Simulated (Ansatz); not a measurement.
# Li2Ru: what a guessed cell relaxes into

Where does this trial cell of Li2Ru go when cell and atoms are let free?

Program: Ansatz 0.2.0. Level of theory: DFT PBE, scalar-relativistic, plane waves, PAW. These are calculated values, not measurements.

## Step 1: Starting point

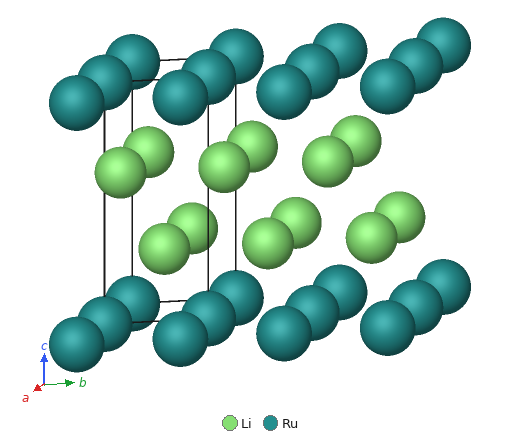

Start, viewed slightly off an axis; lithium green, ruthenium teal. 2×3×1 cells are drawn. Atoms on the faces are drawn again on the opposite ones.

As a file:

```
CELL_PARAMETERS angstrom
3.03657 0.00000 0.00000
-1.51828 2.62974 0.00000
0.00000 0.00000 6.97331
ATOMIC_POSITIONS crystal
Li 0.66667 0.33333 0.67580
Li 0.33333 0.66667 0.32420
Ru 0.00000 0.00000 0.00000
```

A structure generator made this guess: close-packed layers stacked ABC|A (P-3m1, No. 164). Lengths come from tabulated atomic sizes and are only a guess.

## Step 2: Probe: one point on a coarse mesh

Contents of input.yaml:

```yaml
crystal:
  lattice:
    - [3.03656669, 0.0, 0.0]
    - [-1.51828334, 2.62974389, 0.0]
    - [0.0, 0.0, 6.97331228]
  atoms:
    - { symbol: Li, position: [0.66666667, 0.33333333, 0.67579983] }
    - { symbol: Li, position: [0.33333333, 0.66666667, 0.32420017] }
    - { symbol: Ru, position: [0.0, 0.0, 0.0] }
basis:
  ecutwfc: 420
kpoints:
  mp_grid: { grid: [6, 6, 4] }
hamiltonian:
  xc: pbe
scf:
  occupations: { method: gaussian, width: 0.1 }
  lower_state_search: "off"
output:
  forces: true
  stress: true
  eigenvalues: true
```

On the command line:

```console
$ ansatz run input.yaml --threads 1 --pin off --max-ram 2048MiB --backend cpu --events-out ev --progress --plain --runs-dir out
```

The log of the run, cut to the lines that bear on the results:

```text
[...]
SCF converged after 7 iterations
Free energy (F): -6286.710171 eV
[...]
E sigma→0 (E₀):  -6286.700910 eV
Entropy (-TS):   -0.018522 eV (-6.174 meV/atom)
Fermi energy:    5.700213 eV
[...]
--- Forces (eV/Å), atoms counted from 1 ---
  atom   1  Li     0.00000000    -0.00000000     0.68396509
  atom   2  Li    -0.00000000     0.00000000    -0.68396509
  atom   3  Ru    -0.00000000     0.00000000     0.00000000
[...]
--- Stress (GPa, compression-positive) ---
      -16.924692      -0.000000      -0.000000
       -0.000000     -16.924692      -0.000000
       -0.000000      -0.000000      -4.853481
  P = ⅓ Tr σ = -12.9010 GPa (-129.010 kbar)
--- Band table (eV; the first three rows and the last of 24) ---
  k-point 0: bands = ["-66.2099", "-40.1722", "-40.1615", "-36.1033", "-36.0846", "-36.0846", "1.3015", "3.0889", "4.8689", "4.8689", "5.0268", "5.0749", "6.1417", "6.1417", "13.2123"]
[...]
```

Run time: 0.69 s. Hardware: 1 thread of Intel Xeon 6975P-C (Granite Rapids), shared host; peak memory 0.34 GiB.

The probe gives pressure -12.9 GPa, largest force 0.68 eV/Å, gap on this mesh none (metal). A guess like this is first relaxed loosely on the coarse mesh.

## Step 3: Rough relaxation on the coarse mesh

Changes to input.yaml since step 2:

```diff
@@ -22 +22,6 @@
   eigenvalues: true
+relax:
+  adjacent_minimum: "off"
+  f_tol: 0.04
+  max_steps: 70
+  cell: { stress_tol: 0.4 }
```

On the command line:

```console
$ ansatz run input.yaml --threads 1 --pin off --max-ram 2048MiB --backend cpu --events-out ev --progress --plain --runs-dir out
```

The log of the run:

```text
Warning: RAYON_NUM_THREADS=1 ignored (pool sized by the plan → 1); use --threads N
Engine: ansatz 0.2.0, x86_64-unknown-linux-gnu
Pseudopotentials: kind: paw
Pseudopotential: Li, paw, valence charge 3, recommended cutoff 420 eV (normal), Li.paw.azcp
Pseudopotential: Ru, paw, valence charge 16, recommended cutoff 420 eV (normal), Ru.paw.azcp
Functional definition: PBE
  parameter kappa = 0.804
  parameter beta = 0.06672455060314922
  exchange = pbe_x(kappa = kappa, mu = beta*pi^2/3)
  correlation = pbe_c(beta = beta)
Crystal: 3 atoms, lattice volume = 55.685 Å³
Basis set: ecut = 420 eV, 1079 PW (Γ), exchange–correlation on 48×48×96 points (8 copies of the dense FFT grid, shifted against one another)
Bands: 15, of which v1, the nominal top of the filled ones, is band 11 counted from 1 (10 counted from 0)
Symmetry: 12 space group operations
Space group: P-3m1 (ITA 164), of the structure as read, at distance tolerance 3.8e-5 Å
k-points: 24 of 144
Non-local potential: Li, projectors of the file, l = 0: 3, l = 1: 2, l = 2: 1
Non-local potential: Ru, projectors of the file, l = 0: 3, l = 1: 2, l = 2: 2, l = 3: 1
PAW form: soft (Blöchl's): semilocal exchange-correlation on the pseudo side does not see the compensation charge
PAW one-centre angular grid: Li, 110 points (default); XC on 64 Gauss nodes
PAW one-centre angular grid: Ru, 590 points (default); XC on 64 Gauss nodes
Initial density: superposition of atomic densities (neutral atoms: chi_scale 0, normalization atom), corrected by the library's trained network
Initial wavefunctions: pseudopotential atomic-orbital guess
Functional: x = pbe(κ = 0.804, μ = 0.2195149727645171), c = pbe(β = 0.06672455060314922)
SCF iter   1: F=—  HF=-6286.714536 eV  |F-HF|=—  |Δ(HF+E_count)|=         —  Δρ=4.48e-3  dr2=2.28e-2  ethr=1.77e-3  ⟨swp⟩=3.9  Hψ=1571  notcnv=0
preconditioner: auto → none  [metal: Δε(μ)=0.030 eV  Ē_g=4.091 eV  σ=0.100 eV  W_gap=0.17  n_scr=4 (ndim 8)  ℏωp=15.7 eV  f_vac=0.000  D(μ)=3.73/eV (n_scr^D=36)  sad-step TF]
SCF iter   2: F=—  HF=-6286.713862 eV  |F-HF|=—  |Δ(HF+E_count)|=   6.74e-4  Δρ=3.35e-3  dr2=2.84e-2  ethr=1.04e-4  ⟨swp⟩=1.0  Hψ=552  notcnv=0
SCF iter   3: F=—  HF=-6286.710522 eV  |F-HF|=—  |Δ(HF+E_count)|=   3.34e-3  Δρ=1.48e-3  dr2=1.17e-3  ethr=1.04e-4  ⟨swp⟩=1.0  Hψ=357  notcnv=0
SCF iter   4: F=—  HF=-6286.710203 eV  |F-HF|=—  |Δ(HF+E_count)|=   3.19e-4  Δρ=5.90e-4  dr2=1.19e-4  ethr=5.31e-6  ⟨swp⟩=2.3  Hψ=514  notcnv=0
SCF iter   5: F=—  HF=-6286.710166 eV  |F-HF|=—  |Δ(HF+E_count)|=   3.66e-5  Δρ=8.68e-5  dr2=1.34e-6  ethr=5.39e-7  ⟨swp⟩=2.0  Hψ=522  notcnv=0
SCF iter   6: F=—  HF=-6286.710171 eV  |F-HF|=—  |Δ(HF+E_count)|=   5.36e-6  Δρ=1.73e-5  dr2=1.32e-7  ethr=6.09e-9  ⟨swp⟩=2.0  Hψ=622  notcnv=0
SCF iter   7: F=-6286.710171 eV  HF=-6286.710171 eV  |F-HF|=2.39e-9  |Δ(HF+E_count)|=   3.09e-8  Δρ=3.15e-6  dr2=4.68e-9  ethr=4.55e-10  ⟨swp⟩=4.9  Hψ=1322  notcnv=0
SCF 1 converged in 7 iterations: F = -6286.710171 eV  dr2 = 4.68e-9
relax step   1: F+E_penalty+E_count = -6286.71017137 eV  Δ(F+E_penalty+E_count) = +0.000e0 eV  max|allowed force component| = 6.840e-1 eV/Å  Δτ_max = 0.0000 Å  P = -12.901 GPa  Ω = 55.685 Å³  (7 SCF iters, dr2 threshold 1.00e-7 eV, accepted)
Crystal: 3 atoms, lattice volume = 49.852 Å³
Basis set: ecut = 420 eV, 971 PW (Γ), exchange–correlation on 48×48×96 points (8 copies of the dense FFT grid, shifted against one another)
Initial density: handed on by an earlier stage of this run
Initial wavefunctions: those handed on with the density
iter 1 solved again at ethr=1.61e-3 eV; its pass at ethr=3.10e-3 eV (dr2=3.54e-1 eV) is discarded
SCF iter   1: F=—  HF=-6287.355823 eV  |F-HF|=—  |Δ(HF+E_count)|=         —  Δρ=1.87e-2  dr2=3.51e-1  ethr=1.61e-3  ⟨swp⟩=1.0  Hψ=2217  notcnv=0
preconditioner: auto → none  [metal: Δε(μ)=0.014 eV  Ē_g=4.482 eV  σ=0.100 eV  W_gap=0.08  n_scr=4 (ndim 8)  ℏωp=16.6 eV  f_vac=0.000  D(μ)=3.75/eV (n_scr^D=38)]
SCF iter   2: F=—  HF=-6287.324145 eV  |F-HF|=—  |Δ(HF+E_count)|=   3.17e-2  Δρ=7.03e-3  dr2=7.58e-2  ethr=1.60e-3  ⟨swp⟩=1.9  Hψ=398  notcnv=0
SCF iter   3: F=—  HF=-6287.317770 eV  |F-HF|=—  |Δ(HF+E_count)|=   6.38e-3  Δρ=2.23e-3  dr2=3.19e-3  ethr=3.44e-4  ⟨swp⟩=1.0  Hψ=360  notcnv=0
SCF iter   4: F=—  HF=-6287.317426 eV  |F-HF|=—  |Δ(HF+E_count)|=   3.44e-4  Δρ=4.33e-4  dr2=2.21e-4  ethr=1.45e-5  ⟨swp⟩=2.1  Hψ=537  notcnv=0
SCF iter   5: F=—  HF=-6287.317429 eV  |F-HF|=—  |Δ(HF+E_count)|=   3.44e-6  Δρ=1.66e-4  dr2=5.80e-6  ethr=1.01e-6  ⟨swp⟩=1.1  Hψ=362  notcnv=0
SCF iter   6: F=—  HF=-6287.317432 eV  |F-HF|=—  |Δ(HF+E_count)|=   3.13e-6  Δρ=2.26e-5  dr2=6.47e-7  ethr=2.64e-8  ⟨swp⟩=2.1  Hψ=616  notcnv=0
SCF iter   7: F=-6287.317432 eV  HF=-6287.317432 eV  |F-HF|=6.44e-9  |Δ(HF+E_count)|=   4.78e-8  Δρ=4.13e-6  dr2=8.63e-9  ethr=1.36e-9  ⟨swp⟩=4.1  Hψ=1145  notcnv=0
SCF 2 converged in 7 iterations: F = -6287.317432 eV  dr2 = 8.63e-9
relax step   2: F+E_penalty+E_count = -6287.31743244 eV  Δ(F+E_penalty+E_count) = -6.073e-1 eV  max|allowed force component| = 2.938e-1 eV/Å  Δτ_max = 0.0800 Å  P = -9.575 GPa  Ω = 49.852 Å³  energy of the carried Pulay correction = +5.740e-4 eV  (7 SCF iters, dr2 threshold 3.00e-7 eV, accepted)
Crystal: 3 atoms, lattice volume = 44.825 Å³
Basis set: ecut = 420 eV, 869 PW (Γ), exchange–correlation on 48×48×96 points (8 copies of the dense FFT grid, shifted against one another)
SCF iter   1: F=—  HF=-6287.750840 eV  |F-HF|=—  |Δ(HF+E_count)|=         —  Δρ=3.01e-2  dr2=1.23e0  ethr=3.10e-3  ⟨swp⟩=6.3  Hψ=1873  notcnv=0
preconditioner: auto → none  [insulator: Δε(μ)=0.193 eV  Ē_g=4.941 eV  σ=0.100 eV  W_gap=0.81  n_scr=4 (ndim 8)  ℏωp=17.5 eV  f_vac=0.000  D(μ)=1.32/eV (n_scr^D=4)  ε∞_Penn≈13.6]
SCF iter   2: F=—  HF=-6287.652469 eV  |F-HF|=—  |Δ(HF+E_count)|=   9.84e-2  Δρ=6.33e-3  dr2=2.05e-2  ethr=3.10e-3  ⟨swp⟩=1.4  Hψ=567  notcnv=0
SCF iter   3: F=—  HF=-6287.646271 eV  |F-HF|=—  |Δ(HF+E_count)|=   6.20e-3  Δρ=2.40e-3  dr2=4.79e-3  ethr=9.33e-5  ⟨swp⟩=2.4  Hψ=553  notcnv=0
SCF iter   4: F=—  HF=-6287.645836 eV  |F-HF|=—  |Δ(HF+E_count)|=   4.35e-4  Δρ=1.36e-3  dr2=1.38e-3  ethr=2.18e-5  ⟨swp⟩=1.0  Hψ=359  notcnv=0
SCF iter   5: F=—  HF=-6287.645694 eV  |F-HF|=—  |Δ(HF+E_count)|=   1.42e-4  Δρ=4.16e-4  dr2=1.49e-4  ethr=6.27e-6  ⟨swp⟩=1.1  Hψ=373  notcnv=0
SCF iter   6: F=—  HF=-6287.645703 eV  |F-HF|=—  |Δ(HF+E_count)|=   9.09e-6  Δρ=3.64e-5  dr2=2.28e-7  ethr=1.36e-9  ⟨swp⟩=5.2  Hψ=1973  notcnv=0
SCF iter   7: F=-6287.645704 eV  HF=-6287.645704 eV  |F-HF|=9.50e-9  |Δ(HF+E_count)|=   1.35e-7  Δρ=9.34e-6  dr2=2.83e-8  ethr=1.04e-9  ⟨swp⟩=2.9  Hψ=1235  notcnv=0
SCF 3 converged in 7 iterations: F = -6287.645704 eV  dr2 = 2.83e-8
relax step   3: F+E_penalty+E_count = -6287.64570353 eV  Δ(F+E_penalty+E_count) = -3.283e-1 eV  max|allowed force component| = 1.584e-2 eV/Å  Δτ_max = 0.0202 Å  P = -3.314 GPa  Ω = 44.825 Å³  energy of the carried Pulay correction = +1.122e-3 eV  (7 SCF iters, dr2 threshold 3.00e-7 eV, accepted)
Crystal: 3 atoms, lattice volume = 42.483 Å³
Basis set: ecut = 420 eV, 845 PW (Γ), exchange–correlation on 48×48×96 points (8 copies of the dense FFT grid, shifted against one another)
iter 1 solved again at ethr=3.04e-3 eV; its pass at ethr=3.10e-3 eV (dr2=6.69e-1 eV) is discarded
SCF iter   1: F=—  HF=-6287.730650 eV  |F-HF|=—  |Δ(HF+E_count)|=         —  Δρ=2.17e-2  dr2=6.63e-1  ethr=3.04e-3  ⟨swp⟩=1.0  Hψ=2548  notcnv=0
preconditioner: auto → none  [insulator: Δε(μ)=0.155 eV  Ē_g=5.323 eV  σ=0.100 eV  W_gap=0.73  n_scr=4 (ndim 8)  ℏωp=18.0 eV  f_vac=0.000  D(μ)=1.28/eV (n_scr^D=4)  ε∞_Penn≈12.5]
SCF iter   2: F=—  HF=-6287.676343 eV  |F-HF|=—  |Δ(HF+E_count)|=   5.43e-2  Δρ=5.33e-3  dr2=3.38e-2  ethr=3.01e-3  ⟨swp⟩=2.0  Hψ=417  notcnv=0
SCF iter   3: F=—  HF=-6287.672730 eV  |F-HF|=—  |Δ(HF+E_count)|=   3.61e-3  Δρ=3.45e-3  dr2=1.95e-2  ethr=1.54e-4  ⟨swp⟩=1.0  Hψ=464  notcnv=0
SCF iter   4: F=—  HF=-6287.671696 eV  |F-HF|=—  |Δ(HF+E_count)|=   1.03e-3  Δρ=1.02e-3  dr2=4.07e-4  ethr=8.88e-5  ⟨swp⟩=1.0  Hψ=360  notcnv=0
SCF iter   5: F=—  HF=-6287.671695 eV  |F-HF|=—  |Δ(HF+E_count)|=   9.56e-7  Δρ=3.96e-4  dr2=5.97e-5  ethr=1.85e-6  ⟨swp⟩=1.5  Hψ=408  notcnv=0
SCF iter   6: F=—  HF=-6287.671705 eV  |F-HF|=—  |Δ(HF+E_count)|=   1.02e-5  Δρ=2.06e-4  dr2=4.44e-5  ethr=2.71e-7  ⟨swp⟩=1.0  Hψ=361  notcnv=0
SCF iter   7: F=—  HF=-6287.671704 eV  |F-HF|=—  |Δ(HF+E_count)|=   7.91e-7  Δρ=1.14e-4  dr2=1.77e-5  ethr=2.02e-7  ⟨swp⟩=1.0  Hψ=360  notcnv=0
SCF iter   8: F=—  HF=-6287.671704 eV  |F-HF|=—  |Δ(HF+E_count)|=   7.82e-7  Δρ=2.95e-5  dr2=1.24e-6  ethr=8.02e-8  ⟨swp⟩=1.0  Hψ=360  notcnv=0
SCF iter   9: F=-6287.671703 eV  HF=-6287.671704 eV  |F-HF|=1.56e-8  |Δ(HF+E_count)|=   5.17e-8  Δρ=3.11e-6  dr2=1.71e-8  ethr=1.36e-9  ⟨swp⟩=4.0  Hψ=1113  notcnv=0
SCF 4 converged in 9 iterations: F = -6287.671703 eV  dr2 = 1.71e-8
relax step   4: F+E_penalty+E_count = -6287.67170349 eV  Δ(F+E_penalty+E_count) = -2.600e-2 eV  max|allowed force component| = 1.285e-1 eV/Å  Δτ_max = 0.0235 Å  P = +4.037 GPa  Ω = 42.483 Å³  energy of the carried Pulay correction = +1.397e-3 eV  (9 SCF iters, dr2 threshold 3.00e-7 eV, accepted)
Crystal: 3 atoms, lattice volume = 43.727 Å³
Basis set: ecut = 420 eV, 881 PW (Γ), exchange–correlation on 48×48×96 points (8 copies of the dense FFT grid, shifted against one another)
iter 1 solved again at ethr=1.66e-4 eV; its pass at ethr=3.10e-3 eV (dr2=3.65e-2 eV) is discarded
SCF iter   1: F=—  HF=-6287.705445 eV  |F-HF|=—  |Δ(HF+E_count)|=         —  Δρ=5.89e-3  dr2=3.67e-2  ethr=1.66e-4  ⟨swp⟩=1.0  Hψ=2319  notcnv=0
preconditioner: auto → none  [metal: Δε(μ)=0.008 eV  Ē_g=5.267 eV  σ=0.100 eV  W_gap=0.05  n_scr=4 (ndim 8)  ℏωp=17.8 eV  f_vac=0.000  D(μ)=2.95/eV (n_scr^D=36)]
SCF iter   2: F=—  HF=-6287.703188 eV  |F-HF|=—  |Δ(HF+E_count)|=   2.26e-3  Δρ=1.80e-3  dr2=2.23e-3  ethr=1.66e-4  ⟨swp⟩=1.0  Hψ=360  notcnv=0
SCF iter   3: F=—  HF=-6287.703016 eV  |F-HF|=—  |Δ(HF+E_count)|=   1.72e-4  Δρ=6.07e-4  dr2=8.53e-4  ethr=1.01e-5  ⟨swp⟩=2.1  Hψ=556  notcnv=0
SCF iter   4: F=—  HF=-6287.702969 eV  |F-HF|=—  |Δ(HF+E_count)|=   4.66e-5  Δρ=2.55e-4  dr2=2.04e-5  ethr=3.88e-6  ⟨swp⟩=1.0  Hψ=360  notcnv=0
SCF iter   5: F=—  HF=-6287.702973 eV  |F-HF|=—  |Δ(HF+E_count)|=   3.54e-6  Δρ=7.45e-5  dr2=6.60e-7  ethr=9.26e-8  ⟨swp⟩=1.4  Hψ=369  notcnv=0
SCF iter   6: F=-6287.702973 eV  HF=-6287.702973 eV  |F-HF|=2.46e-8  |Δ(HF+E_count)|=   4.00e-7  Δρ=1.03e-5  dr2=3.88e-8  ethr=1.36e-9  ⟨swp⟩=5.0  Hψ=1631  notcnv=0
SCF 5 converged in 6 iterations: F = -6287.702973 eV  dr2 = 3.88e-8
relax step   5: F+E_penalty+E_count = -6287.70297318 eV  Δ(F+E_penalty+E_count) = -3.127e-2 eV  max|allowed force component| = 1.558e-2 eV/Å  Δτ_max = 0.0254 Å  P = -0.166 GPa  Ω = 43.727 Å³  energy of the carried Pulay correction = +1.250e-3 eV  (6 SCF iters, dr2 threshold 3.00e-7 eV, accepted)
Basis set: ecut = 420 eV, 881 PW (Γ), exchange–correlation on 36×36×96 points (8 copies of the dense FFT grid, shifted against one another)
Initial wavefunctions: pseudopotential atomic-orbital guess (no wavefunctions were taken with the density)
iter 1 solved again at ethr=1.28e-7 eV; its pass at ethr=3.10e-3 eV (dr2=2.82e-5 eV) is discarded
SCF iter   1: F=—  HF=-6287.701100 eV  |F-HF|=—  |Δ(HF+E_count)|=         —  Δρ=4.56e-4  dr2=1.27e-5  ethr=1.28e-7  ⟨swp⟩=3.0  Hψ=2651  notcnv=0
preconditioner: auto → none  [metal: Δε(μ)=0.059 eV  Ē_g=5.235 eV  σ=0.100 eV  W_gap=0.31  n_scr=4 (ndim 8)  ℏωp=17.8 eV  f_vac=0.000  D(μ)=3.13/eV (n_scr^D=38)]
SCF iter   2: F=—  HF=-6287.701122 eV  |F-HF|=—  |Δ(HF+E_count)|=   2.20e-5  Δρ=2.13e-4  dr2=2.51e-6  ethr=5.77e-8  ⟨swp⟩=2.0  Hψ=627  notcnv=0
SCF iter   3: F=—  HF=-6287.701124 eV  |F-HF|=—  |Δ(HF+E_count)|=   2.05e-6  Δρ=3.45e-5  dr2=1.49e-7  ethr=1.14e-8  ⟨swp⟩=2.5  Hψ=561  notcnv=0
SCF iter   4: F=—  HF=-6287.701124 eV  |F-HF|=—  |Δ(HF+E_count)|=   1.19e-7  Δρ=9.82e-6  dr2=1.19e-7  ethr=6.78e-10  ⟨swp⟩=2.0  Hψ=600  notcnv=0
SCF iter   5: F=—  HF=-6287.701124 eV  |F-HF|=—  |Δ(HF+E_count)|=   7.97e-9  Δρ=5.31e-6  dr2=3.47e-9  ethr=5.39e-10  ⟨swp⟩=1.0  Hψ=360  notcnv=0
SCF iter   6: F=-6287.701124 eV  HF=-6287.701124 eV  |F-HF|=9.18e-10  |Δ(HF+E_count)|=   3.65e-9  Δρ=8.16e-7  dr2=1.02e-9  ethr=8.73e-12  ⟨swp⟩=4.0  Hψ=1249  notcnv=0
SCF 6 converged in 6 iterations: F = -6287.701124 eV  dr2 = 1.02e-9
relax step   6: F+E_penalty+E_count = -6287.70112414 eV  Δ(F+E_penalty+E_count) = +1.849e-3 eV  max|allowed force component| = 1.564e-2 eV/Å  Δτ_max = 0.0000 Å  P = -0.159 GPa  Ω = 43.727 Å³  stress off target by 1.66e-1 GPa  SCF on the basis re-selected at this cell (its energy is not comparable with the rows above)  (6 SCF iters)
basis re-selected at this cell: Δ(F+E_penalty+E_count) = +1.849e-3 eV, ΔP = +0.006 GPa vs the last step (what re-selecting the basis moved, of the pressure what is left beyond the Pulay correction that the steps carried, after the strain that the cell walked since its last selection, with what the two solves' SCF thresholds leave and, on support functions, any second-order correction that the steps lacked; it is no measure of the basis error at this ecutwfc). The dense FFT grid was sized anew with the basis: this SCF ran on 18×18×48 points, the steps before it on 24×24×48, so part of this shift can come from that change (see relax.cell in the input reference). This SCF's stress stands 1.66e-1 GPa from its target on what of the cell is left free (relax.cell.stress_tol is 4.00e-1 GPa) and its largest allowed force component is 1.56e-2 eV/Å (relax.f_tol is 4.00e-2 eV/Å): within both
SCF converged after 6 iterations
Free energy (F): -6287.701124 eV
Harris-Foulkes:  -6287.701124 eV  (|F-HF|=9.18e-10)
Internal energy: -6287.685481 eV  (E = F + TS)
E sigma→0 (E₀):  -6287.693302 eV
Entropy (-TS):   -0.015643 eV (-5.214 meV/atom)
Fermi energy:    8.322763 eV
--- Per-component energies (eV) ---
  E_band       = -419.543380
  E_kinetic    = 557.308613
  E_local      = -3524.329373  (includes V_loc(G=0)·N_el)
  E_nonlocal   = 277.453819
  E_hartree    = 1391.404918
  E_xc         = -210.922783
  E_vxc        = -265.380598  (∫ρ·V_xc dr)
  E_paw        = -3503.048135  (= ΣΔE_a)
  E_vpaw       = -247.403325  (= ΣTr[D̂ρ^β])
  E_aug_tail   = -0.000158  (compensation charges beyond the density's cutoff)
  E_ewald      = -1275.552382
  E_smearing   = -0.015643  (= −TS)
  E_closure    = 0.000000  (closes the sum)
  Σ components = -6287.701124   (vs F -6287.701124, Δ=0.00e0)
--- Forces (eV/Å), atoms counted from 1 ---
  atom   1  Li    -0.00000000     0.00000000     0.01564450
  atom   2  Li     0.00000000    -0.00000000    -0.01564450
  atom   3  Ru     0.00000000    -0.00000000     0.00000000
  max |Σ_I F_I| component: 3.29e-32 eV/Å
--- Stress (GPa, compression-positive) ---
       -0.166349       0.000000       0.000000
        0.000000      -0.166349       0.000000
        0.000000      -0.000000      -0.145301
  P = ⅓ Tr σ = -0.1593 GPa (-1.593 kbar)
--- Band table (eV; the first three rows and the last of 24) ---
  k-point 0: bands = ["-64.0810", "-37.3812", "-37.3755", "-34.0094", "-33.6068", "-33.6068", "2.6437", "4.7381", "6.5793", "6.7937", "6.7937", "6.9172", "9.1780", "9.1780", "14.2820"]
  k-point 1: bands = ["-64.0810", "-37.3827", "-37.3740", "-34.0094", "-33.6068", "-33.6068", "2.6583", "4.8444", "5.8284", "6.7937", "6.7937", "7.7534", "9.1779", "9.1779", "13.5447"]
  k-point 2: bands = ["-64.0810", "-37.3839", "-37.3728", "-34.0094", "-33.6068", "-33.6068", "2.6731", "5.1853", "5.2025", "6.7937", "6.7937", "8.2701", "9.1779", "9.1779", "12.9151"]
  k-point 23: bands = ["-63.9390", "-37.3153", "-37.3153", "-34.1953", "-34.1953", "-33.8733", "6.0145", "6.0145", "6.3612", "6.3612", "7.5131", "11.2015", "12.3073", "12.3073", "13.9127"]
--- Relaxed structure (5 steps of the walk, 5 accepted, 1 SCFs on fresh bases) ---
  F+E_penalty+E_count = -6287.70112414 eV   max|allowed force component| = 1.564e-2 eV/Å   (the final SCF, on the basis selected at the relaxed cell)
  cell:  # Å, volume = 43.7274 Å³
    - [2.6656960639893947, -2.5341784299567114e-9, -3.011935259628808e-17]
    - [-1.3328480298000347, 2.308560511450094, 2.0079568404872715e-17]
    - [-6.916747527112314e-17, 1.3311286909989858e-17, 7.105612268631888]
  atoms:
    - { symbol: Li, position: [0.6666666666666666, 0.3333333333333333, 0.6899040367160992] }
    - { symbol: Li, position: [0.3333333333333333, 0.6666666666666665, 0.31009596328390077] }
    - { symbol: Ru, position: [-3.926543575670192e-35, 9.764854280564747e-35, -3.3168809050320386e-19] }
```

Wall time 4.4 s (1 thread of Intel Xeon 6975P-C (Granite Rapids), shared host); peak memory 0.37 GiB.

Relaxation path:

| step | E - E(step 1) (eV/cell) | largest force component (eV/Å) | pressure (GPa) | volume (Å³) |
| --- | --- | --- | --- | --- |
| 1 | 0.0000 | 0.6840 | -12.90 | 55.68 |
| 2 | -0.6073 | 0.2938 | -9.57 | 49.85 |
| 3 | -0.9355 | 0.0158 | -3.31 | 44.83 |
| 4 | -0.9615 | 0.1285 | 4.04 | 42.48 |
| 5 | -0.9928 | 0.0156 | -0.17 | 43.73 |
| 6 | -0.9910 | 0.0156 | -0.16 | 43.73 |

Step 1 is the start. Step 6 repeats the geometry before it on a plane-wave basis chosen anew for that cell, so its energy need not be comparable with the rows above.

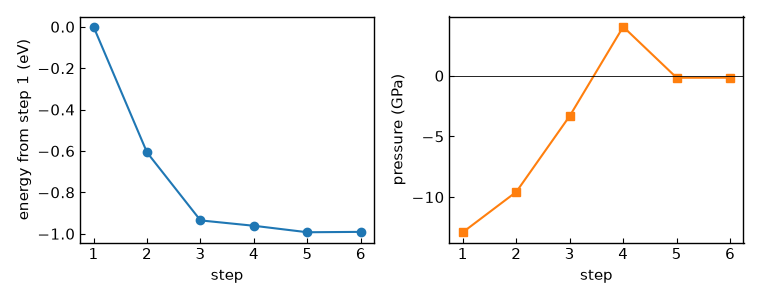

Energy and pressure along the relaxation.

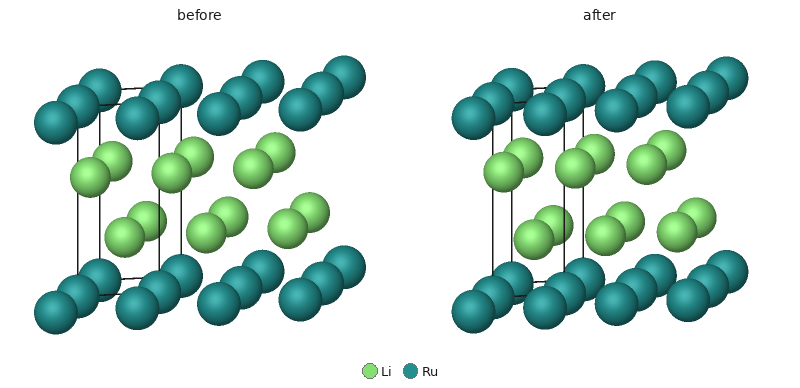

The structure before (left) and after (right) the relaxation, drawn at the same scale.

|  | before | after | change |
| --- | --- | --- | --- |
| a (Å) | 3.037 | 2.666 | -12.2 % |
| b (Å) | 3.037 | 2.666 | -12.2 % |
| c (Å) | 6.973 | 7.106 | +1.9 % |
| volume (Å³/atom) | 18.56 | 14.58 | -21.5 % |
| shortest distance (Å) | 2.861 | 2.666 | -6.8 % |
| space group (0.01 Å) | P-3m1 | P-3m1 | same |

The run keeps the 12 symmetry operations of the start, so it could not have lowered the symmetry.

(Part 1 of 2 ends here.)
